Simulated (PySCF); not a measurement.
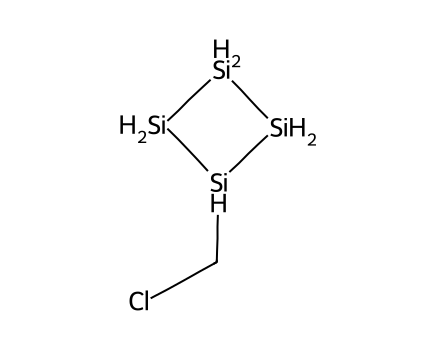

A structural formula.

Write the SMILES.

Answer. ClC[SiH]1[SiH2][SiH2][SiH2]1

What is the molecular formula?

Answer. CH9ClSi4.

An optimisation with GFN2-xTB gave a structure of which point group?

Answer. Cs. Other conformers may differ.

More results for the same structure follow; atom numbers are the same in all pictures, views and colours differ. The geometry was computed by an optimisation with GFN2-xTB. No frequency run is at hand to confirm it as a minimum.

## Excitation

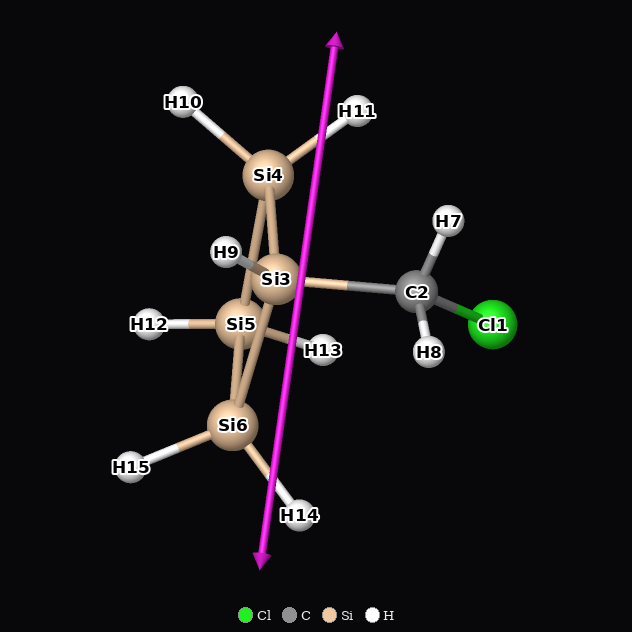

The double arrow shows the direction of the transition dipole to excited singlet state 5 (its length means nothing). No frequency run is at hand to confirm it as a minimum. Method: TDDFT PBE0/def2-SVPD, vertical, gas phase, core orbitals frozen in the response (PySCF 2.14.0).

Where does the transition lie, and how strong is it?

Answer. 5.97 eV (208 nm), oscillator strength 0.042, of mixed character, with the largest part HOMO → LUMO+1 (weight 0.43); transition dipole 1.36 D.

## NMR shielding

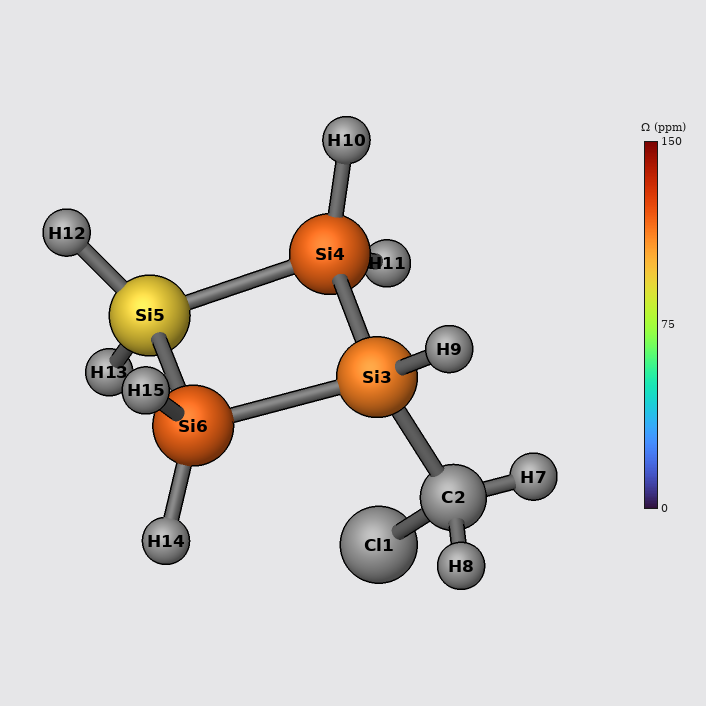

The Si atoms are coloured by the span of their shielding tensor. No frequency run is at hand to confirm it as a minimum. Properties computed with GIAO PBE0/pcSseg-1 NMR shielding, non-relativistic, gas phase (PySCF 2.14.0). Principal shieldings σ11 ≤ σ22 ≤ σ33, span Ω = σ33 − σ11, skew κ = 3(σiso − σ22)/Ω.

Give the shielding tensors of the Si atoms.

| atom | σ11 | σ22 | σ33 | σiso | Ω | κ |
| --- | --- | --- | --- | --- | --- | --- |
| Si3 | 318.0 | 383.7 | 429.8 | 377.2 | 111.9 | −0.18 |
| Si4, Si6 | 382.8 | 428.8 | 499.9 | 437.2 | 117.1 | 0.21 |
| Si5 | 407.0 | 427.7 | 501.2 | 445.3 | 94.1 | 0.56 |

Shieldings and span in ppm.

## Ring current

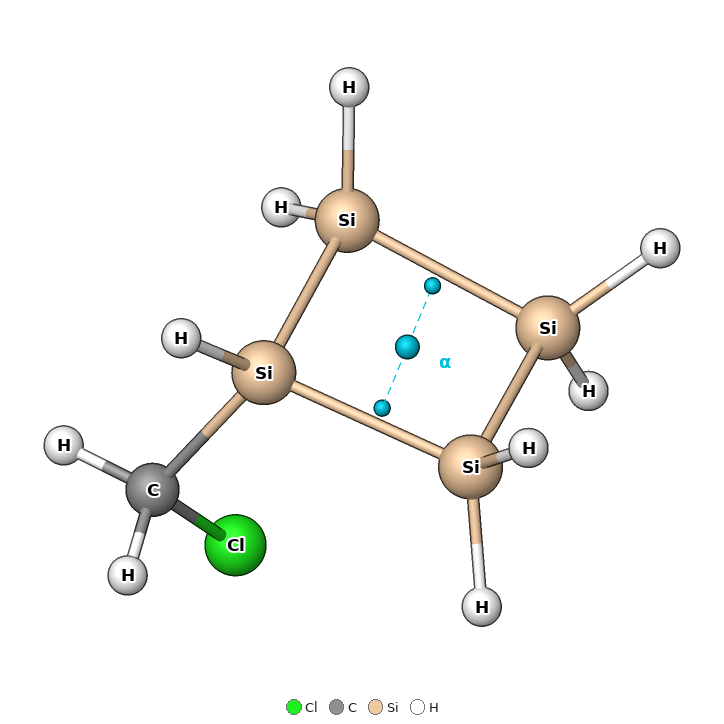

The small points mark where nucleus-independent chemical shifts (NICS) were computed: at the centre of each lettered ring and 1 Å above and below it. No frequency run is at hand to confirm it as a minimum. Properties computed with GIAO PBE0/pcSseg-1 NMR shielding, non-relativistic, gas phase (PySCF 2.14.0).

Give NICS(0), NICS(1) and the out-of-plane component NICS(1)zz for each ring (means of the two sides).

```
ring  members  NICS(0)  NICS(1)  NICS(1)zz
   α      Si4      2.6     −0.5        4.6
```

Values in ppm.

## Polarisability

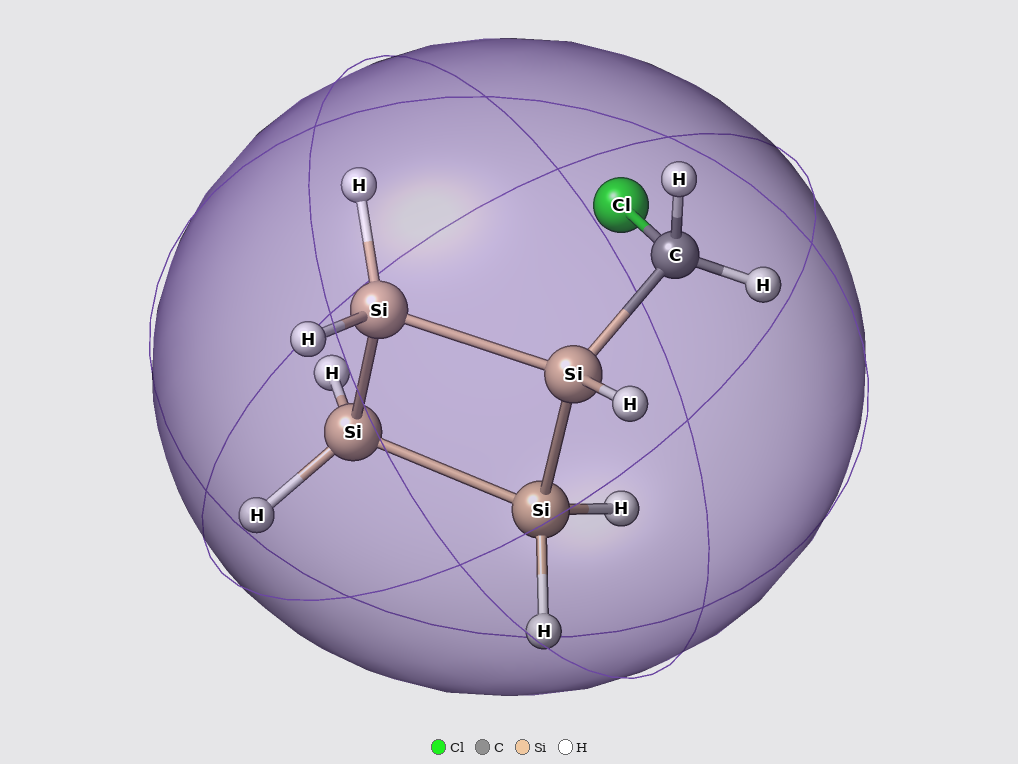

The ellipsoid shows the static dipole polarisability: its half-axes are proportional to the principal values. No frequency run is at hand to confirm it as a minimum. Method: PBE0/def2-SVPD (PySCF 2.14.0).

Give the principal values, the mean and the anisotropy.

Answer. Principal values 126.6, 145.8, 153.5 bohr³; mean 142.0 bohr³ (21.04 Å³); anisotropy 23.9 bohr³, so the longest axis is 1.21 times the shortest.

The geometry is semi-empirical. Around Si such bond lengths and angles can be off by a tenth of an ångström or more and by several degrees, and values that hang on the shape move with them.
